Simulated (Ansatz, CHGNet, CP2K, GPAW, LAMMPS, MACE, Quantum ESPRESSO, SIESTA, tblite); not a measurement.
**Other levels on amorphous 32Ga2O3-68GeO2 (mol %) (69 atoms)**

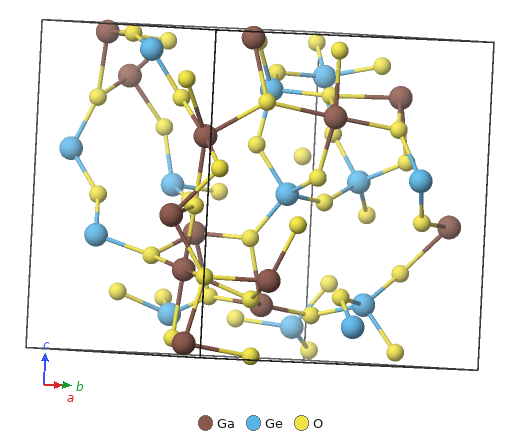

The cell (gallium brown, germanium blue, oxygen yellow). Bonds to atoms that aren't drawn are left out. Some periodic images of atoms are drawn too.

Density of this cell: 4.41 g/cm³. The cell holds 69 atoms: 12 Ga, 13 Ge and 44 O. Cell: a = 9.780 Å, b = 9.780 Å, c = 9.780 Å, α = 90.0°, β = 90.0°, γ = 90.0°. 69 atoms (12 Fe, 13 Ge, 44 O) placed at random at 4.19 g/cm³, melted at 5000 K for 10 ps at fixed volume with the Morse and Coulomb pair potential with partial charges (Pedone, Malavasi, Menziani, Cormack and Segre, J. Phys. Chem. B 110, 11780 (2006)). Quenched from 5000 K to 300 K at 20 K/ps and fixed volume, held 5 ps, then minimised at fixed cell. Then Fe was replaced by Ga and the cell scaled by 1.006 (the potential has no terms for the new elements, so the cell is a start for a DFT relaxation).

Geometry: as built.

The reference, a calculation:

* method: Kohn-Sham DFT, PBE, PAW, plane waves (Ansatz 0.2.0); cutoff 420 eV, Γ point, fermi-dirac smearing of 0.05 eV; PAW set soft_2
* r.m.s. force component: 1.004 eV/Å
* longest force: 3.22 eV/Å
* pressure: 1.063 GPa
* gap (highest filled to lowest empty level): 1.122 eV
* SCF cycles: 10
* time: 18 s on 4 threads of Arm Neoverse V1, shared host
* CPU time: 61 s

Runs, in no order:
A. CHGNet r2SCAN potential: machine-learned interatomic potential CHGNet r2SCAN, trained on r2SCAN plane-wave data
B. MACE MPA-0 medium potential: machine-learned interatomic potential MACE MPA-0 medium, trained on PBE(+U) plane-wave data
C. QE PBE, sssp-1.3.0-efficiency, 60/480 Ry: Kohn-Sham DFT, PBE, SSSP efficiency 1.3.0 pseudopotentials, plane waves
D. CP2K PBE, DZVP-MOLOPT-SR, 800/50 Ry, diagonalisation: Kohn-Sham DFT, PBE, GTH-PBE pseudopotentials, Gaussian and plane waves, DZVP-MOLOPT-SR-GTH, diagonalisation
E. SIESTA PBE, DZ, shift 0.01 Ry, mesh 500 Ry: Kohn-Sham DFT, PBE, PseudoDojo 0.4.1 norm-conserving pseudopotentials (converted to PSML), numerical atomic orbitals (DZ), diagonalisation

**Question.** Rank the runs by how far their forces lie from the reference's, least first.

C, D, B, A, E.

```
                                                    run  Δ force, r.m.s. (meV/Å)  share of r.m.s. force (%)  CPU time
            C. QE PBE, sssp-1.3.0-efficiency, 60/480 Ry                     27.8                       2.77    19 min
D. CP2K PBE, DZVP-MOLOPT-SR, 800/50 Ry, diagonalisation                     67.5                       6.72   5.6 min
                         B. MACE MPA-0 medium potential                     95.8                       9.55     8.7 s
                             A. CHGNet r2SCAN potential                      347                       34.6     4.5 s
          E. SIESTA PBE, DZ, shift 0.01 Ry, mesh 500 Ry                      508                       50.6     3 min
```

Machine-learned potentials mimic data converged in k, so the reference's own k-point error enters their differences. The network of bonds at the start is that of the classical potential that made the cell, and needn't be the one that DFT or experiment would give. The electronic-structure runs sample only Γ, in a cell whose shortest periodic width is 10 Å.

[Logs are printed without paths, hosts, clocks, repeated set-up lines and the standing remarks that a program may print on its own settings, such as how far it seeks lower states.]

[Hosts, paths, dates, database ids (printed as entryN), source tags and the programs' standing remarks are cut or masked in the printed files.]
